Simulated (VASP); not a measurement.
Band structure of CsSnI₃ (cubic perovskite). Computed with r2SCAN+rVV10, VASP's PBE PAW potentials (set 64) (plane waves; VASP 6.6.1).

Unless said otherwise, spin-orbit coupling is left out, though it shifts the bands of the heavy elements here.

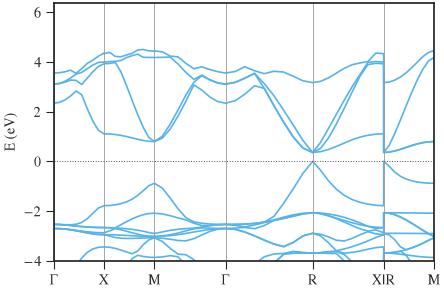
Fig. 1. Bands along high-symmetry lines, zero at the valence-band maximum or, without a gap, the Fermi level

Task: Read the plot: is there a gap, and where are the band edges?

Result: The gap is direct, 0.36 eV, from the valence maximum at R to the conduction minimum at R.

The compound is CsSnI3 in the cubic perovskite structure, the ideal cubic form; the compound distorts at low or room temperature. It was relaxed first.
